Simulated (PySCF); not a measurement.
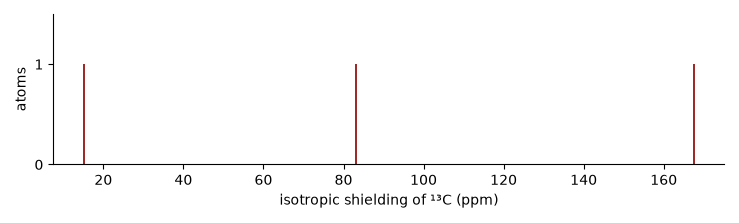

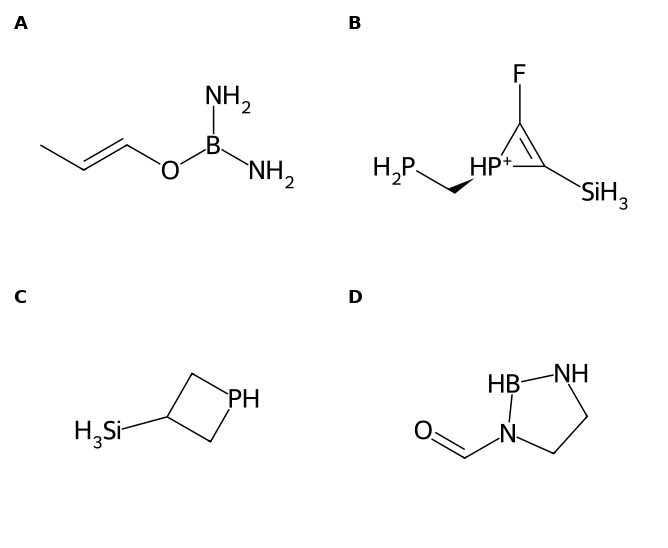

The sticks are computed shieldings of one of the molecules, for one fixed geometry (GFN2-xTB) without averaging over rotations. Low shielding means a high chemical shift. Method: GIAO PBE0/pcSseg-1 NMR shielding, non-relativistic, gas phase (PySCF 2.14.0).

**Which molecule gives this pattern?**

B, `FC1=C([SiH3])[P@H+]1CP`. Its 3 C atoms give lines at 15.1, 83.2, 167.5 ppm.

The geometry is semi-empirical. Around B, P, Si such bond lengths and angles can be off by a tenth of an ångström or more and by several degrees, and values that hang on the shape move with them.
